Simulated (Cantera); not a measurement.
Charge: 1 mol Fe2O3, 0.11 mol H2S, 9.5 mol H2O, equilibrated at 1275 K.

These are equilibrium values from Cantera (NASA tables, ideal gas, pure condensed phases), not measurements of a reactor. Candidate condensed phases: Fe, FeO, Fe(OH)2, Fe(OH)3, FeS, FeSO4, FeS2, Fe2O3, Fe2(SO4)3, Fe3O4, H2O, H2SO4, S; 22 gas species. Mutual solubility and eutectic melting of coexisting phases are not modelled. Rates play no part.

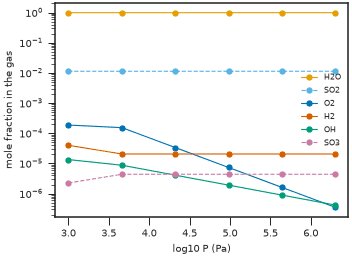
Figure: Equilibrium gas composition (values under 1e-9 drawn at 1e-9)

Read off the mole fractions at 0.960 bar.

H2O about 0.99, SO2 about 0.011, H2 about 2.1e-5, O2 about 7.4e-6, SO3 about 4.4e-6, OH about 1.9e-6.
